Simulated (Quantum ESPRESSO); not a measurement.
## Refining one setting for SiP2O7 (P2_1/c, 20 atoms in the cell)

```
SiP2O7
1.0
    4.34516     0.00000     0.00000
    0.00000     7.23535     0.00000
   -1.50386     0.00000     6.17507
Si P O
2 4 14
Cartesian
  2.17258   0.00000   0.00000
  1.42065   3.61768   3.08753
  0.01250   0.80689   1.95552
  2.82880   6.42846   4.21955
  3.58073   4.42456   1.13201
 -0.73943   2.81079   5.04305
  1.16384   7.15844   1.46256
  1.67747   0.07691   4.71250
  2.42940   3.54076   1.62497
  0.41191   3.69459   4.55010
  0.53129   2.11272   2.52245
  2.31001   5.12263   3.65261
  3.06194   5.73040   0.56508
 -0.22064   1.50495   5.60998
  3.30806   1.03089   0.86229
 -0.46676   6.20446   5.31278
  0.28517   4.64857   2.22525
  2.55613   2.58678   3.94982
 -0.75193   0.00000   3.08753
  0.00000   3.61768   0.00000
```

Computed with PBEsol, GBRV 1.5 ultrasoft (PBESOL) pseudopotentials (plane waves; Quantum ESPRESSO).

The starting cell comes from a database of computed structures (which also holds hypothetical and non-ambient phases and stackings), without a prior relaxation at this level. In the base run, with a pressure of about -3 GPa the cell is away from its equilibrium volume at this level.

Held fixed: occupations = smearing; smearing = fermi-dirac; degauss = 0.0036749 Ry; potentials = {Si: si_pbesol_v1.uspp.F.UPF, P: p_pbesol_v1.5.uspp.F.UPF, O: o_pbesol_v1.2.uspp.F.UPF}; K_POINTS = automatic 4 3 3 0 0 0; conv_thr = 1e-08 Ry. Moved along with it: ecutrho.

ΔF is the free energy per atom less that of the last row (80 Ry).

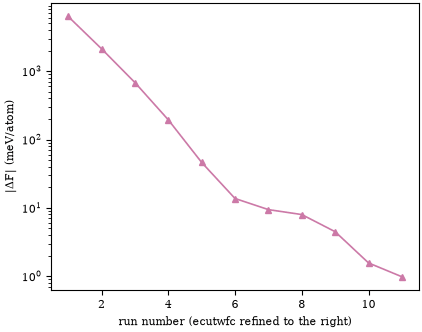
Fig. 1. Size of the energy error against the last run of the series; values under 0.01 meV/atom are drawn at 0.01.

```
ecutwfc  ΔF (meV/atom)  pressure (GPa)  largest force (eV/Å)  gap on the mesh (eV)  plane waves  iterations
-------  -------------  --------------  --------------------  --------------------  -----------  ----------
16 Ry           6319.3         -270.54                 1.583                 3.922         1446          10
20 Ry           2127.9         -130.57                 0.734                 4.708         1996          10
24 Ry            682.2          -57.45                 0.194                 4.904         2625          11
28 Ry            194.3          -23.37                 0.135                 4.950         3296          11
32 Ry             46.2           -9.10                 0.147                 4.979         4027          11
36 Ry             13.7           -4.44                 0.139                 4.983         4794          11
40 Ry              9.4           -3.42                 0.137                 4.983         5618          11
46 Ry              8.0           -3.58                 0.135                 4.983         6926          11
52 Ry              4.5           -3.68                 0.134                 4.983         8323          11
60 Ry             1.56           -3.50                 0.133                 4.984        10302          11
70 Ry             0.98           -3.42                 0.132                 4.984        12979          11
80 Ry             0.00           -3.55                 0.131                 4.984        15862          11
```

Gap on the mesh within 0.01 eV of the last row: from ecutwfc = 32 Ry on; the one before it is off by 0.034 eV. The value it settles on is 4.984 eV at this level of theory and with the other settings as held.

Largest force within 0.01 eV/Å of the last row: from ecutwfc = 36 Ry on; the one before it is off by 0.016 eV/Å. The value it settles on is 0.131 eV/Å at this level of theory and with the other settings as held.

Gaps are taken between levels on the mesh.
